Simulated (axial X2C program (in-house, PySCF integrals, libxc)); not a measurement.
## GeB: relativistic diatomic calculation

System: GeB, single determinant with Ω = 3/2. The distance is the PBE0 minimum at charge 0.
Method: expectation values, HF and Kohn-Sham, two-component X2C with atomic mean-field Coulomb and Gaunt terms, Ge dyall-cv3z, B dyall-v3z (cores contracted) (axial X2C program (in-house, PySCF integrals, libxc)).

**Summary**

| quantity | value |
| --- | --- |
| outcome | converged; the levels of theory disagree widely |
| hardware | 1 thread of Arm Neoverse V1, 24 GiB of memory available, shared host |
| wall time | 2.2 s |
| peak memory | 0.28 GiB |

**Input**
```
{"zs": [32, 5], "q": 0, "bas": ["dyall-cv3z", "dyall-v3z"], "r0": 2.06, "levels": ["PBE0", "HF", "TPSSh", "LDA", "BP86"], "nst": 3}
```

The line is the task of a batch: nuclear charges, charge, bases, the levels to run, a first guess of the distance and further settings. This report covers the levels named above. The log is that of the reference distance, started from orbitals converged before.

The run was one of a batch that the task file lists, launched with:
```bash
python <driver script> task.json out
```

**The program's output**
```
two-component X2C + atomic mean field  PBE0
basis functions 150  fitting functions 880  grid points 5076
iter        total energy     max residual
   1      -2122.602572826     7.97e-06
   2      -2122.602572831     4.71e-06
   3      -2122.602572833     4.30e-06
converged
one-electron -3038.93003543  Coulomb 958.05927221  exact exchange -20.57195954  xc functional -63.28607452  nuclear repulsion 42.84835716  atomic mean-field constant -0.72213271
```

**Expectation values by level of theory**

| quantity | PBE0 | HF | TPSSh | LDA | BP86 |
| --- | --- | --- | --- | --- | --- |
| effective field for an electron dipole moment (GV/cm) | 0.163 | 0.606 | 0.173 | 0.0119 | 0.0701 |
| field gradient at the first nucleus (a.u.) | −2.99 | −3.60 | −2.94 | −3.00 | −2.86 |
| field gradient at the second nucleus (a.u.) | −0.254 | −0.316 | −0.252 | −0.240 | −0.246 |
| A∥/gI, first nucleus (MHz) | −157 | −158 | −127 | −108 | −135 |
| A∥/gI, second nucleus (MHz) | 55.0 | 77.5 | 61.5 | 60.5 | 57.1 |

Each column comes from one determinant, in a basis with contracted cores. The levels disagree widely: the effective field runs from 0.0119 to 0.606 GV/cm. They may not all have settled in the same state, and these values aren't reliable properties of the molecule.

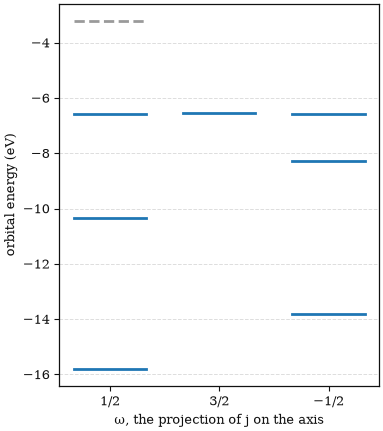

**Figure 1.** Orbital energies (PBE0) near the frontier at 1.98 Å, filled (solid) and empty (dashed). The highest filled spinor (3/2; 50 % Ge p, 46 % B p) lies at −6.53 eV, the lowest empty one (1/2; 60 % Ge p, 37 % B p) at −3.21 eV.
